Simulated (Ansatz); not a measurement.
Start from TaC in the rock salt structure (space group Fm-3m, No. 225; a = 4.440 Å).

Structures relaxed with PBEsol/PAW in Ansatz (a quantum-chemistry and plane-wave program), spin-orbit coupling left out.

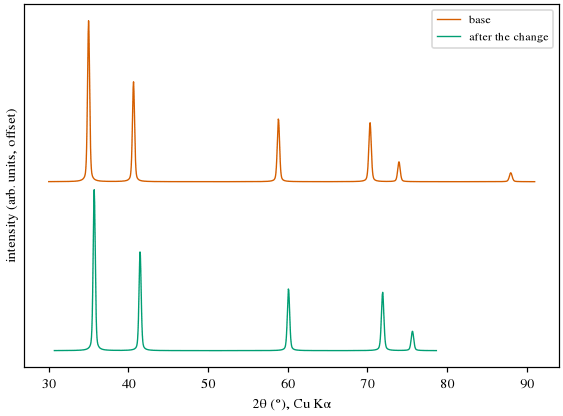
*Simulated powder patterns before (top) and after one change*

**Question.** Which of these changes matches the shifts?
A. pressure −2 GPa
B. pressure 9 GPa
C. pressure 4.5 GPa
D. pressure 22.5 GPa

**Answer.** D, pressure 22.5 GPa. Its volume per atom is 10.33 Å³ against 10.94 Å³, and its space group is Fm-3m (No. 225).

Load acts through the strain it causes; cell and atoms are relaxed under it. Stability against distortions was not tested. No other phases were tried under pressure. The final runs are not spin-polarised. An odd electron count without spin: TaC.
